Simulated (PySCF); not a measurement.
Molecule: Si(Me)(OAc)2(OH), C5H10O5Si, SMILES CC(=O)O[Si](C)(O)OC(C)=O. Atoms near the plane z = 0.0 Å, at the GFN2-xTB optimised geometry (x, y, z in Å): Si5 (-0.8, 0.3, 0.0), C6 (1.1, 0.3, 0.0), O7 (-1.5, 1.8, 0.0), H15 (1.5, 0.9, 0.8), H16 (1.5, 0.7, -0.9), H17 (1.5, -0.7, 0.1), H18 (-1.4, 2.4, 0.7).

Calculation: PBE0/def2-SVP (PySCF). Cells within 0.4 Å of a nucleus heavier than hydrogen are left out (blank, or x). The values are rescaled to run from 0 to 1.

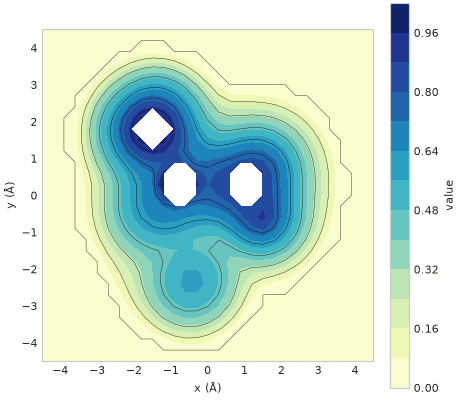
Figure. a field on the plane z = 0.0 Å.

Which quantity is mapped?
A) electrostatic potential
B) electron localisation function
C) log10 of the electron density
D) deformation density (molecule minus spherical neutral atoms)

C, log10 of the electron density. In full: log10 of the electron density (e/bohr³), floored at −4.
